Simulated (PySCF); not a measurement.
# One shape, several levels: C2H7OSi (SMILES CC[SiH]O)

We compute a comparison of 3 runs (UHF/ANO-RCC-MB, UHF/ANO-RCC-VDZ, UHF/ANO-RCC-VDZP) of C2H7OSi. 

The calculation is run with PySCF 2.14.0.

## 1. The structure to begin with

C2H7OSi: 11 atoms, total charge 0, spin state doublet. SMILES: `CC[SiH]O`. Geometry: relaxed at PBE0-D4/def2-TZVP. This is one conformer, not always the lowest.

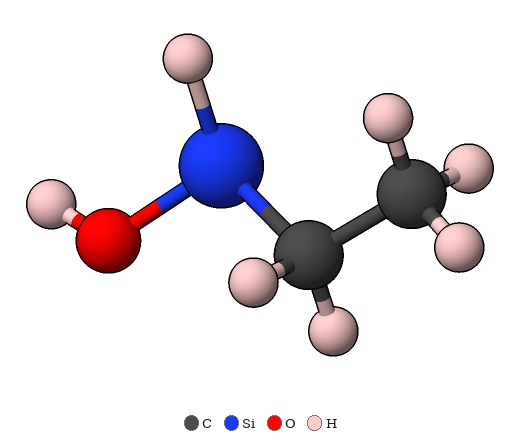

The structure, seen from a chosen angle (carbon dark grey, silicon blue, oxygen red, hydrogen pink).

## 2. The response to a field at UHF/ANO-RCC-MB (sfX2C) (run 1)

Input file geometry.xyz:

```xyz
11
C2H7OSi
C     -0.501300     1.512300    -0.336700
C     -0.350000     0.009700    -0.549400
Si     0.332700    -0.883000     0.948800
O      0.559500    -2.461100     0.496900
H     -0.870600     2.007100    -1.238000
H     -1.203700     1.734200     0.470700
H      0.452600     1.978400    -0.075700
H      0.333400    -0.199600    -1.381700
H     -1.308300    -0.444600    -0.819000
H      1.638000    -0.269200     1.373300
H      0.982900    -3.041000     1.131500
```

Input file run.py:

```python
import numpy
from pyscf import gto, scf
from pyscf.prop.polarizability import uhf

mol = gto.Mole()
mol.atom = 'geometry.xyz'
mol.max_memory = 1860
mol.verbose = 3
mol.charge = 0
mol.basis = 'ano-rcc-mb'
mol.spin = 1
mol.build()

myscf = scf.UHF(mol)
myscf = myscf.x2c()
myscf.conv_tol = 1e-10
myscf.kernel()
if not myscf.converged:
    myscf = myscf.newton().run(myscf.mo_coeff, myscf.mo_occ)

etot = myscf.e_tot
print('E = %.10f Eh' % etot)
pol = uhf.Polarizability(myscf)
alpha = pol.polarizability()
print('isotropic polarizability %.4f bohr^3' % (numpy.trace(alpha) / 3))
alpha_w = pol.polarizability_with_freq(freq=0.0774)
beta = pol.hyper_polarizability()
```

Run with:

```
$ OMP_NUM_THREADS=1 python run.py
```

Output:

```text
converged SCF energy = -444.06239091996  <S^2> = 0.75176172  2S+1 = 2.0017609
E = -444.0623909200 Eh
isotropic polarizability 29.0028 bohr^3
```

It took 4.8 s on 1 thread of Arm Neoverse V1, shared host; peak memory 0.14 GiB.

## 3. The response to a field at UHF/ANO-RCC-VDZ (sfX2C) (run 2)

Input file run.py:

```python
import numpy
from pyscf import gto, scf
from pyscf.prop.polarizability import uhf

mol = gto.M(
    atom='''
C   -0.501300   1.512300  -0.336700
C   -0.350000   0.009700  -0.549400
Si   0.332700  -0.883000   0.948800
O    0.559500  -2.461100   0.496900
H   -0.870600   2.007100  -1.238000
H   -1.203700   1.734200   0.470700
H    0.452600   1.978400  -0.075700
H    0.333400  -0.199600  -1.381700
H   -1.308300  -0.444600  -0.819000
H    1.638000  -0.269200   1.373300
H    0.982900  -3.041000   1.131500
''',
    max_memory=1860,
    verbose=3,
    basis='ano-rcc-vdz',
    spin=1,
    charge=0,
)

myscf = scf.UHF(mol)
myscf = myscf.sfx2c1e()
myscf.conv_tol = 1e-10
myscf.kernel()
if not myscf.converged:
    myscf = myscf.newton().run(myscf.mo_coeff, myscf.mo_occ)

energy = myscf.e_tot
print('E = %.10f Eh' % energy)
pol = uhf.Polarizability(myscf)
alpha = pol.polarizability()
print('isotropic polarizability %.4f bohr^3' % (numpy.trace(alpha) / 3))
alpha_w = pol.polarizability_with_freq(freq=0.0774)
beta = pol.hyper_polarizability()
```

Run with:

```
$ OMP_NUM_THREADS=1 python run.py
```

Output:

```text
converged SCF energy = -444.229267474623  <S^2> = 0.75235402  2S+1 = 2.0023526
E = -444.2292674746 Eh
isotropic polarizability 45.0037 bohr^3
```

It took 6.6 s on 1 thread of Arm Neoverse V1, shared host; peak memory 0.15 GiB.

## 4. The polarisability at UHF/ANO-RCC-VDZP (sfX2C) (run 3)

Input file calc.py:

```python
import numpy
from pyscf import gto
from pyscf.prop.polarizability import uhf

molecule = gto.M(
    atom='''
C     -0.501300     1.512300    -0.336700
C     -0.350000     0.009700    -0.549400
Si     0.332700    -0.883000     0.948800
O      0.559500    -2.461100     0.496900
H     -0.870600     2.007100    -1.238000
H     -1.203700     1.734200     0.470700
H      0.452600     1.978400    -0.075700
H      0.333400    -0.199600    -1.381700
H     -1.308300    -0.444600    -0.819000
H      1.638000    -0.269200     1.373300
H      0.982900    -3.041000     1.131500
''',
    max_memory=1860,
    basis='ano-rcc-vdzp',
    verbose=3,
    spin=1,
    charge=0,
)

mf = molecule.UHF()
mf = mf.sfx2c1e()
mf.conv_tol = 1e-10
mf.kernel()
if not mf.converged:
    mf = mf.newton().run(mf.mo_coeff, mf.mo_occ)

etot = mf.e_tot
print(f'total energy: {etot:.8f} hartree')
pol = uhf.Polarizability(mf)
alpha = pol.polarizability()
print('isotropic polarizability %.4f bohr^3' % (numpy.trace(alpha) / 3))
alpha_w = pol.polarizability_with_freq(freq=0.0774)
beta = pol.hyper_polarizability()
```

Run with:

```
$ OMP_NUM_THREADS=1 python calc.py
```

Output:

```text
converged SCF energy = -444.365039498361  <S^2> = 0.75346123  2S+1 = 2.0034582
total energy: -444.36503950 hartree
isotropic polarizability 49.4414 bohr^3
```

Wall time 40 s (1 thread of Arm Neoverse V1, shared host); peak memory 0.27 GiB.

## 5. All runs side by side

```csv
run,level,energy (Eh),dipole moment (D),HOMO energy (eV),LUMO energy (eV),wall time
1,UHF/ANO-RCC-MB (sfX2C),-444.062391,1.44,-9.00,1.56,4.8 s
2,UHF/ANO-RCC-VDZ (sfX2C),-444.229267,1.77,-8.64,1.29,6.6 s
3,UHF/ANO-RCC-VDZP (sfX2C),-444.365039,0.71,-8.56,1.85,40 s
```

## 6. Summary of results

| quantity | value |
| --- | --- |
| run 3: total energy | -444.36504 Eh |
| run 3: dipole moment | 0.71 D |
| run 3: HOMO energy (highest over α and β) | -8.56 eV |
| run 3: LUMO energy (lowest over α and β) | 1.85 eV |
| run 3: ⟨S²⟩ | 0.753 |
| run 3: mean static polarisability | 49.4 bohr³ |
| run 3: mean polarisability at ω = 0.0774 Eh | 51.1 bohr³ |

In words: The dipole moment (its size) runs from 0.71 D (UHF/ANO-RCC-VDZP) to 1.77 D (UHF/ANO-RCC-VDZ). In run 1 the basis is minimal, so the values are rough. All runs together took 52 s, the longest 40 s.
